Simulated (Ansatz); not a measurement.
# A hypothetical structure for AlGa2

Starting from a made-up structure for AlGa2, the aim is the relaxed cell, its shortest contacts and, where a second run follows, its electronic structure.

Calculated with Ansatz 0.2.0; DFT, r2SCAN, plane-wave PAW, files of the set soft_1, scalar-relativistic, no spin, cell and ions relaxed at zero pressure; PAW set soft_1.

**1. Set-up**

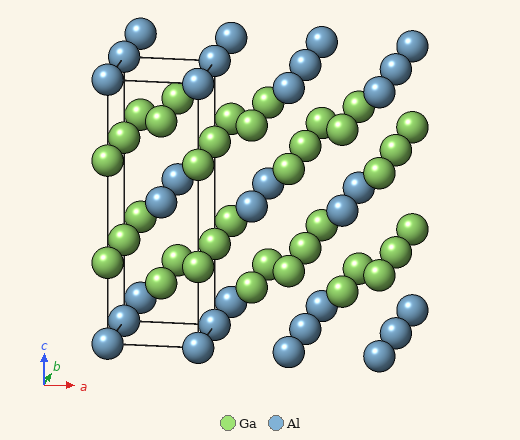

Start, viewed slightly off an axis; gallium green, aluminium light blue. 3×2×1 cells are drawn. This picture shows the conventional cell, with its axes. Some periodic images of atoms are drawn too.

Structure file:

```cif
data_structure
_symmetry_space_group_name_H-M 'I4/mmm'
_symmetry_Int_Tables_number 139
_cell_length_a 3.1760
_cell_length_b 3.1760
_cell_length_c 9.4160
_cell_angle_alpha 90.000
_cell_angle_beta 90.000
_cell_angle_gamma 90.000
_cell_volume 94.98
loop_
_atom_site_label
_atom_site_type_symbol
_atom_site_symmetry_multiplicity
_atom_site_Wyckoff_symbol
_atom_site_fract_x
_atom_site_fract_y
_atom_site_fract_z
_atom_site_occupancy
Ga1 Ga 4 e 0.50000 0.50000 0.19340 1
Al1 Al 2 a 0.00000 0.00000 0.00000 1
```

**2. Relaxation of the guess**

The guess takes its coordinates from another compound and its volume from a rule, so the cell and any free coordinates are relaxed together.

Input file input.yaml:

```yaml
crystal:
  lattice:
    - [-1.588, 1.588, 4.708]
    - [1.588, -1.588, 4.708]
    - [1.588, 1.588, -4.708]
  atoms:
    - { symbol: Ga, position: [0.6934, 0.6934, 0.0] }
    - { symbol: Ga, position: [0.3066, 0.3066, 0.0] }
    - { symbol: Al, position: [0.0, 0.0, 0.0] }
kpoints:
  mp_grid: { grid: [12, 12, 12] }
scf:
  occupations: { method: fermi_dirac, width: 0.05 }
hamiltonian:
  xc: r2scan
  pseudopotentials: { kind: paw, azcp: { folder: soft_1 } }
relax:
  f_tol: 0.015
  max_steps: 70
  cell: {}
output:
  forces: true
  stress: true
```

The run is started by

```
> ansatz run input.yaml --threads 4 --pin off --max-ram 8192MiB --backend cpu --events-out ev --progress --plain --runs-dir out
```

Numbers of over 12 decimals in the logs are rounded to 6 here.

Output:

```text
basis.fft_grid_basis auto: the FFT boxes are laid along the combinations [[1, 0, 1], [0, 1, 1], [0, 0, 1]] of the cell's own vectors, 3.176, 3.176 and 5.216 Å long. The dense box has 24×24×40 points. Along the cell's own vectors, as sized, it would have 40×40×40, 2.78 times as many. Of the 16 symmetry operations that the crystal satisfies within crystal.symmetry.tolerance (time reversal apart; of a slab, those that k [...]
Engine: ansatz 0.2.0, x86_64-unknown-linux-gnu
Pseudopotentials: kind: paw
Pseudopotential: Ga, paw, valence charge 13, recommended cutoff 500 eV (meta_gga), soft_1/Ga.paw.azcp
Pseudopotential: Al, paw, valence charge 3, recommended cutoff 500 eV (meta_gga), soft_1/Al.paw.azcp
Functional definition: r2SCAN
  parameter k0 = 0.174
  parameter k1 = 0.065
  parameter a1 = 4.9479
  exchange = r2scan_x(k0 = k0, k1 = k1, a1 = a1)
  correlation = r2scan_c
Crystal: 3 atoms, lattice volume = 47.489 Å³
Basis set: ecut = 500 eV, 1201 PW (Γ), FFT grids on a1+a3, a2+a3, a3, exchange–correlation on 96×96×160 points (64 copies of the dense FFT grid, shifted against one another)
Bands: 19, of which v1, the nominal top of the filled ones, is band 15 counted from 1 (14 counted from 0)
Symmetry: 16 space group operations
Space group: I4/mmm (ITA 139), of the structure as read, at distance tolerance 3.6e-5 Å
k-points: 163 of 1728
Non-local potential: Ga, projectors of the file, l = 0: 2, l = 1: 2, l = 2: 3, l = 3: 1
Non-local potential: Al, projectors of the file, l = 0: 2, l = 1: 2, l = 2: 1
PAW form: soft (Blöchl's): semilocal exchange-correlation on the pseudo side does not see the compensation charge
PAW frozen core: Ga, regenerated for the run's functional (the file was generated under x = pbe(κ = 0.804, μ = 0.219515), c = pbe(β = 0.066725))
PAW frozen core: Al, regenerated for the run's functional (the file was generated under x = pbe(κ = 0.804, μ = 0.219515), c = pbe(β = 0.066725))
PAW one-centre angular grid: Ga, 590 points (default); XC on 160 Gauss nodes
PAW one-centre angular grid: Al, 302 points (default); XC on 160 Gauss nodes
Initial density: superposition of atomic densities (chi_scale 0.1, normalization cell, long waves kept (reshape's long-wave potential 0.00 eV rms))
Initial wavefunctions: pseudopotential atomic-orbital guess
Functional: x = r2scan, c = r2scan; τ floored in thin density (d = 2e-4 eV/Å³)
iter 1 solved again at ethr=1.00e-3 eV; its pass at ethr=3.10e-3 eV (dr2=2.90e-1 eV) is discarded
SCF iter   1: F=—  HF=-8119.782640 eV  |F-HF|=—  |Δ(HF+E_count)|=         —  Δρ=2.80e-2  dr2=2.92e-1  dr2_τ=8.87e-3  ethr=1.00e-3  ⟨swp⟩=1.0  Hψ=18559  notcnv=0
preconditioner: auto → Kerker (q_TF=auto, 2.513 Å⁻¹)  [metal: Δε(μ)=0.033 eV  Ē_g=16.112 eV  σ=0.050 eV  W_gap=0.16  n_scr=10 (ndim 8)  ℏωp=29.0 eV  f_vac=0.000  D(μ)=1.27/eV (n_scr^D=10)]
SCF iter   2: F=—  HF=-8119.837488 eV  |F-HF|=—  |Δ(HF+E_count)|=   5.48e-2  Δρ=2.00e-2  dr2=1.35e-1  dr2_τ=1.56e-3  ethr=1.00e-3  ⟨swp⟩=3.0  Hψ=5964  notcnv=0
SCF iter   3: F=—  HF=-8119.881256 eV  |F-HF|=—  |Δ(HF+E_count)|=   4.38e-2  Δρ=4.03e-3  dr2=9.30e-3  dr2_τ=1.53e-4  ethr=4.66e-4  ⟨swp⟩=2.1  Hψ=6244  notcnv=0  defer=6
SCF iter   4: F=—  HF=-8119.872044 eV  |F-HF|=—  |Δ(HF+E_count)|=   9.21e-3  Δρ=2.14e-3  dr2=2.30e-3  dr2_τ=2.07e-5  ethr=3.21e-5  ⟨swp⟩=2.0  Hψ=6308  notcnv=0  defer=8
SCF iter   5: F=—  HF=-8119.873384 eV  |F-HF|=—  |Δ(HF+E_count)|=   1.34e-3  Δρ=5.40e-4  dr2=1.09e-4  dr2_τ=2.23e-6  ethr=7.93e-6  ⟨swp⟩=2.8  Hψ=6190  notcnv=0  defer=9
SCF iter   6: F=—  HF=-8119.873473 eV  |F-HF|=—  |Δ(HF+E_count)|=   8.87e-5  Δρ=1.84e-4  dr2=1.81e-5  dr2_τ=1.27e-7  ethr=3.74e-7  ⟨swp⟩=2.8  Hψ=5558  notcnv=0  defer=9
SCF iter   7: F=—  HF=-8119.873474 eV  |F-HF|=—  |Δ(HF+E_count)|=   1.25e-6  Δρ=3.94e-5  dr2=1.28e-6  dr2_τ=4.50e-9  ethr=6.25e-8  ⟨swp⟩=2.0  Hψ=3865  notcnv=0  defer=9
SCF iter   8: F=—  HF=-8119.873474 eV  |F-HF|=—  |Δ(HF+E_count)|=   4.88e-7  Δρ=1.60e-5  dr2=2.65e-7  dr2_τ=5.13e-10  ethr=4.41e-9  ⟨swp⟩=2.0  Hψ=5345  notcnv=0  defer=9
SCF iter   9: F=-8119.873474 eV  HF=-8119.873474 eV  |F-HF|=2.20e-9  |Δ(HF+E_count)|=   1.04e-8  Δρ=2.51e-6  dr2=6.87e-9  dr2_τ=2.19e-11  ethr=3.45e-10  ⟨swp⟩=4.0  Hψ=9209  notcnv=0
SCF 1 converged in 9 iterations: F = -8119.873474 eV  dr2 = 6.87e-9
  greatest PAW one-centre occupation: 0.993 electrons in one spin orbital (limit 2), on the Ga atom at site 1 (counted from 0), in its partial waves of l = 2
relax step   1: F+E_penalty+E_count = -8119.87347444 eV  Δ(F+E_penalty+E_count) = +0.000e0 eV  max|allowed force component| = 1.845e0 eV/Å  Δτ_max = 0.0000 Å  P = +11.755 GPa  Ω = 47.489 Å³  (9 SCF iters, dr2 threshold 1.00e-7 eV, accepted)
Crystal: 3 atoms, lattice volume = 50.883 Å³
Basis set: ecut = 500 eV, 1281 PW (Γ), FFT grids on a1+a3, a2+a3, a3, exchange–correlation on 96×96×160 points (64 copies of the dense FFT grid, shifted against one another)
Initial density: handed on by an earlier stage of this run
Initial wavefunctions: those handed on with the density
iter 1 solved again at ethr=2.08e-4 eV; its pass at ethr=3.10e-3 eV (dr2=6.03e-2 eV) is discarded
SCF iter   1: F=—  HF=-8120.053012 eV  |F-HF|=—  |Δ(HF+E_count)|=         —  Δρ=1.06e-2  dr2=6.05e-2  dr2_τ=7.77e-2  ethr=2.08e-4  ⟨swp⟩=1.5  Hψ=19398  notcnv=0
preconditioner: auto → Kerker (q_TF=auto, 2.484 Å⁻¹)  [metal: Δε(μ)=0.028 eV  Ē_g=16.101 eV  σ=0.050 eV  W_gap=0.14  n_scr=10 (ndim 8)  ℏωp=28.0 eV  f_vac=0.000  D(μ)=1.40/eV (n_scr^D=10)]
SCF iter   2: F=—  HF=-8120.267671 eV  |F-HF|=—  |Δ(HF+E_count)|=   2.15e-1  Δρ=5.47e-3  dr2=4.60e-3  dr2_τ=1.22e-4  ethr=2.08e-4  ⟨swp⟩=3.3  Hψ=6445  notcnv=0
SCF iter   3: F=—  HF=-8120.268770 eV  |F-HF|=—  |Δ(HF+E_count)|=   1.10e-3  Δρ=2.07e-3  dr2=1.14e-3  dr2_τ=8.81e-6  ethr=1.59e-5  ⟨swp⟩=3.0  Hψ=6607  notcnv=0  defer=15
SCF iter   4: F=—  HF=-8120.269221 eV  |F-HF|=—  |Δ(HF+E_count)|=   4.51e-4  Δρ=6.09e-4  dr2=1.75e-4  dr2_τ=1.11e-6  ethr=3.94e-6  ⟨swp⟩=2.0  Hψ=5774  notcnv=0  defer=15
SCF iter   5: F=—  HF=-8120.269227 eV  |F-HF|=—  |Δ(HF+E_count)|=   5.24e-6  Δρ=1.95e-4  dr2=2.27e-5  dr2_τ=3.03e-7  ethr=6.02e-7  ⟨swp⟩=2.0  Hψ=5436  notcnv=0  defer=15
SCF iter   6: F=—  HF=-8120.269206 eV  |F-HF|=—  |Δ(HF+E_count)|=   2.06e-5  Δρ=5.55e-5  dr2=2.75e-6  dr2_τ=2.81e-8  ethr=7.84e-8  ⟨swp⟩=2.0  Hψ=5438  notcnv=0  defer=15
SCF iter   7: F=—  HF=-8120.269208 eV  |F-HF|=—  |Δ(HF+E_count)|=   2.14e-6  Δρ=2.37e-5  dr2=6.29e-7  dr2_τ=1.58e-9  ethr=9.48e-9  ⟨swp⟩=2.2  Hψ=5331  notcnv=0  defer=15
[...]
[... from here on, the SCF cycles and remarks between the steps are left out ...]
relax step   4: F+E_penalty+E_count = -8120.46352688 eV  Δ(F+E_penalty+E_count) = -2.431e-2 eV  max|allowed force component| = 2.612e-2 eV/Å  Δτ_max = 0.0427 Å  P = +0.614 GPa  Ω = 51.323 Å³  energy of the carried Pulay correction = -1.268e-3 eV  (7 SCF iters, dr2 threshold 3.00e-7 eV, accepted)
relax step   5: F+E_penalty+E_count = -8120.48497121 eV  Δ(F+E_penalty+E_count) = -2.144e-2 eV  max|allowed force component| = 1.660e-1 eV/Å  Δτ_max = 0.0372 Å  P = -0.261 GPa  Ω = 52.021 Å³  energy of the carried Pulay correction = -1.488e-3 eV  (8 SCF iters, dr2 threshold 3.00e-7 eV, accepted)
relax step   6: F+E_penalty+E_count = -8120.50015914 eV  Δ(F+E_penalty+E_count) = -1.519e-2 eV  max|allowed force component| = 5.816e-2 eV/Å  Δτ_max = 0.0270 Å  P = +0.091 GPa  Ω = 51.636 Å³  energy of the carried Pulay correction = -1.367e-3 eV  (7 SCF iters, dr2 threshold 3.00e-7 eV, accepted)
relax step   7: F+E_penalty+E_count = -8120.51448516 eV  Δ(F+E_penalty+E_count) = -1.433e-2 eV  max|allowed force component| = 4.007e-2 eV/Å  Δτ_max = 0.0167 Å  P = +1.090 GPa  Ω = 51.239 Å³  energy of the carried Pulay correction = -1.241e-3 eV  (7 SCF iters, dr2 threshold 3.00e-7 eV, accepted)
relax step   8: F+E_penalty+E_count = -8120.51547277 eV  Δ(F+E_penalty+E_count) = -9.876e-4 eV  max|allowed force component| = 1.543e-2 eV/Å  Δτ_max = 0.0024 Å  P = -0.433 GPa  Ω = 52.125 Å³  energy of the carried Pulay correction = -1.520e-3 eV  (7 SCF iters, dr2 threshold 3.00e-7 eV, accepted)
relax step   9: F+E_penalty+E_count = -8120.51704347 eV  Δ(F+E_penalty+E_count) = -1.571e-3 eV  max|allowed force component| = 4.082e-3 eV/Å  Δτ_max = 0.0028 Å  P = -0.039 GPa  Ω = 51.860 Å³  energy of the carried Pulay correction = -1.437e-3 eV  (6 SCF iters, dr2 threshold 3.00e-7 eV, accepted)
relax step  10: F+E_penalty+E_count = -8120.46769829 eV  Δ(F+E_penalty+E_count) = +4.935e-2 eV  max|allowed force component| = 8.514e-2 eV/Å  Δτ_max = 0.0035 Å  P = +1.969 GPa  Ω = 51.270 Å³  energy of the carried Pulay correction = -1.251e-3 eV  (7 SCF iters, dr2 threshold 3.00e-7 eV, rejected (line search))
relax step  11: F+E_penalty+E_count = -8120.51789632 eV  Δ(F+E_penalty+E_count) = -8.529e-4 eV  max|allowed force component| = 4.088e-3 eV/Å  Δτ_max = 0.0003 Å  P = -0.257 GPa  Ω = 52.143 Å³  energy of the carried Pulay correction = -1.526e-3 eV  (11 SCF iters, accepted)
relax step  12: F+E_penalty+E_count = -8120.51812666 eV  Δ(F+E_penalty+E_count) = -2.303e-4 eV  max|allowed force component| = 2.181e-4 eV/Å  Δτ_max = 0.0008 Å  P = +0.014 GPa  Ω = 51.931 Å³  energy of the carried Pulay correction = -1.460e-3 eV  (4 SCF iters, dr2 threshold 2.16e-7 eV, accepted)
Basis set: ecut = 500 eV, 1331 PW (Γ), FFT grids on a1+a3, a2+a3, a3, exchange–correlation on 108×108×144 points (64 copies of the dense FFT grid, shifted against one another)
Initial wavefunctions: pseudopotential atomic-orbital guess (no wavefunctions were taken with the density)
iter 1 solved again at ethr=5.25e-7 eV; its pass at ethr=3.10e-3 eV (dr2=1.52e-4 eV) is discarded
SCF iter   1: F=—  HF=-8120.520317 eV  |F-HF|=—  |Δ(HF+E_count)|=         —  Δρ=6.97e-4  dr2=2.07e-5  dr2_τ=1.54e-5  ethr=5.25e-7  ⟨swp⟩=2.2  Hψ=21373  notcnv=0
preconditioner: auto → Kerker (q_TF=auto, 2.476 Å⁻¹)  [metal: Δε(μ)=0.016 eV  Ē_g=15.880 eV  σ=0.050 eV  W_gap=0.08  n_scr=10 (ndim 8)  ℏωp=27.7 eV  f_vac=0.000  D(μ)=1.14/eV (n_scr^D=10)]
SCF iter   2: F=—  HF=-8120.521361 eV  |F-HF|=—  |Δ(HF+E_count)|=   1.04e-3  Δρ=4.16e-4  dr2=1.74e-5  dr2_τ=8.14e-6  ethr=7.15e-8  ⟨swp⟩=2.0  Hψ=5463  notcnv=0
SCF iter   3: F=—  HF=-8120.521720 eV  |F-HF|=—  |Δ(HF+E_count)|=   3.58e-4  Δρ=8.91e-5  dr2=6.92e-7  dr2_τ=4.49e-7  ethr=6.01e-8  ⟨swp⟩=2.0  Hψ=5461  notcnv=0
SCF iter   4: F=—  HF=-8120.521737 eV  |F-HF|=—  |Δ(HF+E_count)|=   1.76e-5  Δρ=2.22e-5  dr2=7.84e-8  dr2_τ=2.63e-8  ethr=2.39e-9  ⟨swp⟩=2.0  Hψ=5490  notcnv=0
SCF iter   5: F=—  HF=-8120.521739 eV  |F-HF|=—  |Δ(HF+E_count)|=   1.29e-6  Δρ=6.73e-6  dr2=9.45e-9  dr2_τ=2.42e-10  ethr=2.70e-10  ⟨swp⟩=2.0  Hψ=5465  notcnv=0
SCF iter   6: F=—  HF=-8120.521739 eV  |F-HF|=—  |Δ(HF+E_count)|=   1.81e-8  Δρ=1.76e-6  dr2=1.24e-9  dr2_τ=5.87e-11  ethr=3.26e-11  ⟨swp⟩=2.0  Hψ=5455  notcnv=0
SCF iter   7: F=—  HF=-8120.521739 eV  |F-HF|=—  |Δ(HF+E_count)|=   4.02e-9  Δρ=4.50e-7  dr2=1.08e-10  dr2_τ=7.21e-13  ethr=4.28e-12  ⟨swp⟩=2.3  Hψ=5273  notcnv=0
SCF iter   8: F=-8120.521739 eV  HF=-8120.521739 eV  |F-HF|=5.46e-12  |Δ(HF+E_count)|=  1.88e-10  Δρ=8.80e-8  dr2=4.60e-12  dr2_τ=1.92e-14  ethr=1.00e-12  ⟨swp⟩=5.5  Hψ=12891  notcnv=0
SCF 13 converged in 8 iterations: F = -8120.521739 eV  dr2 = 4.60e-12
relax step  13: F+E_penalty+E_count = -8120.52173866 eV  Δ(F+E_penalty+E_count) = -3.612e-3 eV  max|allowed force component| = 2.522e-5 eV/Å  Δτ_max = 0.0000 Å  P = +0.023 GPa  Ω = 51.931 Å³  stress off target by 3.03e-2 GPa  SCF on the basis re-selected at this cell (its energy is not comparable with the rows above)  (8 SCF iters)
basis re-selected at this cell: Δ(F+E_penalty+E_count) = -3.612e-3 eV, ΔP = +0.009 GPa vs the last step (what re-selecting the basis moved, of the pressure what is left beyond the Pulay correction that the steps carried, after the strain that the cell walked since its last selection, with what the two solves' SCF thresholds leave and, on support functions, any second-order correction that the steps lacked; it is no measure of the basis error at this ecutwfc). The dense FFT grid was sized anew with the basis: this SCF ran on 27×27×36 points, the steps before it on 24×24×40, so part of this shift can come from that change (see relax.cell in the input reference). [rest of the remark cut]
SCF converged after 8 iterations
Free energy (F): -8120.521739 eV
Harris-Foulkes:  -8120.521739 eV  (|F-HF|=5.46e-12)
Internal energy: -8120.512272 eV  (E = F + TS)
E sigma→0 (E₀):  -8120.517005 eV
Entropy (-TS):   -0.009467 eV (-3.156 meV/atom)
Fermi energy:    9.704763 eV
--- Per-component energies (eV) ---
  E_band       = -70.481975
  E_kinetic    = 243.641548
  E_local      = -2895.285007  (includes V_loc(G=0)·N_el)
  E_nonlocal   = -179.242655
  E_hartree    = 1864.430426
  E_xc         = -150.020919
  E_vxc        = -147.618694  (∫ρ·V_xc dr)
  E_paw        = -4477.713145  (= ΣΔE_a)
  E_vpaw       = -828.753138  (= ΣTr[D̂ρ^β])
  E_aug_tail   = 0.000066  (compensation charges beyond the density's cutoff)
  E_vtau       = 7.915018  (kinetic-family band-sum trace: ∫τ·v_τ [+ j·A + Jᵃ·Aᵃ] dr)
  E_ewald      = -2524.956348
  E_core_change = -1.366239  (= ΣΔE_core)
  E_smearing   = -0.009467  (= −TS)
  E_closure    = 0.000000  (closes the sum)
  Σ components = -8120.521739   (vs F -8120.521739, Δ=0.00e0)
--- Forces (eV/Å), atoms counted from 1 ---
  atom   1  Ga     0.00000000     0.00000000    -0.00002522
  atom   2  Ga    -0.00000000     0.00000000     0.00002522
  atom   3  Al     0.00000000     0.00000000     0.00000000
  max |Σ_I F_I| component: 4.34e-19 eV/Å
--- Stress (GPa, compression-positive) ---
        0.030300       0.000000       0.000000
        0.000000       0.030300       0.000000
        0.000000      -0.000000       0.008043
  P = ⅓ Tr σ = 0.0229 GPa (0.229 kbar)
--- Relaxed structure (12 steps of the walk, 11 accepted, 1 SCFs on fresh bases) ---
  F+E_penalty+E_count = -8120.52173866 eV   max|allowed force component| = 2.522e-5 eV/Å   (the final SCF, on the basis selected at the relaxed cell)
  cell:  # Å, volume = 51.9315 Å³
    - [-1.785782, 1.785782, 4.071121]
    - [1.785782, -1.785782, 4.071121]
    - [1.785782, 1.785782, -4.071121]
  atoms:
    - { symbol: Ga, position: [0.666426, 0.666426, 0] }
    - { symbol: Ga, position: [0.333574, 0.333574, 0] }
    - { symbol: Al, position: [-1.1360940351731425e-18, -1.136094035173143e-18, 0] }
```

It took 32 s on 4 threads of AMD EPYC 9R14 (Zen 4), shared host; peak memory 0.67 GiB.

Relaxation path:

```tsv
step	energy less that of the first step (eV)	largest force component (eV/Å)	pressure (GPa)	volume (Å³)
1	0.0000	1.8449	11.76	47.49
2	-0.3957	0.9820	2.84	50.88
3	-0.5657	0.2574	1.55	50.74
4	-0.5901	0.0261	0.61	51.32
5	-0.6115	0.1660	-0.26	52.02
6	-0.6267	0.0582	0.09	51.64
7	-0.6410	0.0401	1.09	51.24
8	-0.6420	0.0154	-0.43	52.13
9	-0.6436	0.0041	-0.04	51.86
10	-0.5942	0.0851	1.97	51.27
11	-0.6444	0.0041	-0.26	52.14
12	-0.6447	0.0002	0.01	51.93
13*	-0.6483	0.0000	0.02	51.93
```

Relaxation steps marked * repeat the geometry before them on a plane-wave basis chosen anew for their cell, so energy and pressure can jump there. Relaxation step 10 was tried and not accepted.

The run keeps the 16 symmetry operations that it works with, so distortions that break them were not tested.

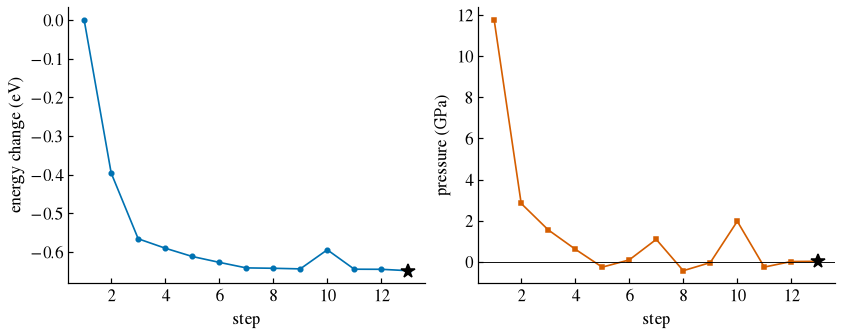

Energy and pressure along the relaxation. Stars mark steps on a basis chosen anew.

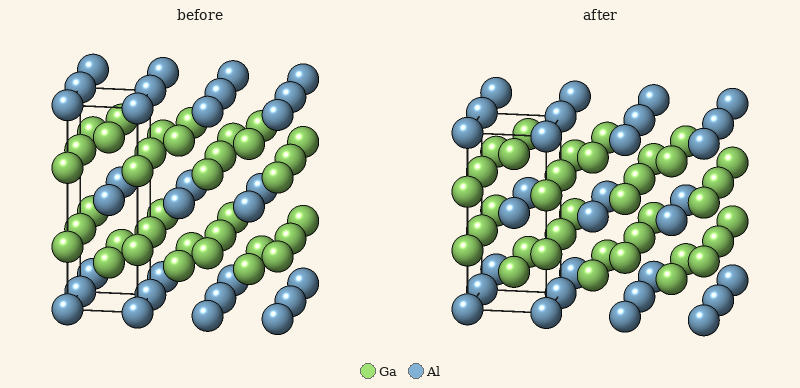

Before and after, at one scale.

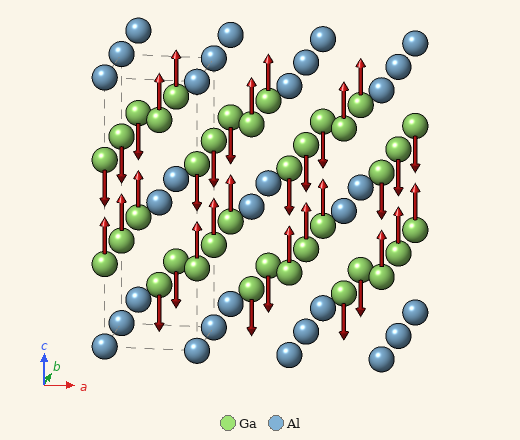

Displacements in the relaxation, exaggerated, measured against the changing cell; the longest in the cell stands for 0.22 Å. 3×2×1 conventional cells are drawn. Some periodic images of atoms are drawn too.

```tsv
cell as run	before	after	change
a (Å)	5.216	4.791	-8.2 %
b (Å)	5.216	4.791	-8.2 %
c (Å)	5.216	4.791	-8.2 %
α (°)	144.55	136.23	-5.8 %
β (°)	144.55	136.23	-5.8 %
γ (°)	51.00	63.63	+24.7 %
volume (Å³/atom)	15.83	17.31	+9.4 %
```

The atoms that moved most (Å, as changes of fractional coordinates times the final cell):

```tsv
atom	dx	dy	dz	length
Ga1	0.000	0.000	-0.220	0.220
Ga2	0.000	0.000	0.220	0.220
```

The relaxed structure:

```xyz
3
Lattice="-1.7858 1.7858 4.0711 1.7858 -1.7858 4.0711 1.7858 1.7858 -4.0711" Properties=species:S:1:pos:R:3 pbc="T T T"
Ga    0.0000    0.0000    5.4262
Ga    0.0000    0.0000    2.7160
Al    0.0000    0.0000    0.0000
```

This step gave:

```
free energy             : -8120.5217 eV
energy at zero smearing : -8120.5170 eV
smearing term TS        : 0.009467 eV
Fermi energy            : 9.705 eV
electrons               : 29
symmetry operations     : 16
pressure                : 0.02288 GPa
```

The shortest distance of each pair, which need not be the same contact before and after:

```tsv
pair	guess (Å)	relaxed (Å)
Ga–Ga	2.486	2.710
Al–Ga	2.887	2.716
Al–Al	3.176	3.572
```

The relaxation ends with a largest force component of 2.5e-5 eV/Å and a pressure of 0.02 GPa.

**3. What came out**

```json
{
  "space group, relaxed": "I4/mmm",
  "conventional cell": "a = 3.572, b = 3.572, c = 8.142 Å; α = 90.0°, β = 90.0°, γ = 90.0°",
  "volume per atom": "17.31 Å³ (guess 15.83)"
}
```

In words: AlGa2 relaxes to I4/mmm with a = 3.572, b = 3.572 and c = 8.142 Å. The guessed volume was 9 % too small. The space group I4/mmm was held in the relaxation, so the end point is a stationary structure within it and may be a saddle against distortions or other arrangements. Mesh and cutoff weren't tested. A vector of the cell changed its length by 8 %, more than the volume shows. No dispersion term is used, so weakly bound directions may come out too long. Nothing here tests whether the compound is stable against decomposition.

[Logs are printed without paths, hosts, clocks, repeated set-up lines and the standing remarks that a program may print on its own settings, such as how far it seeks lower states.]

[Hosts, paths, dates, database ids (printed as entryN), source tags and the programs' standing remarks are cut or masked in the printed files.]
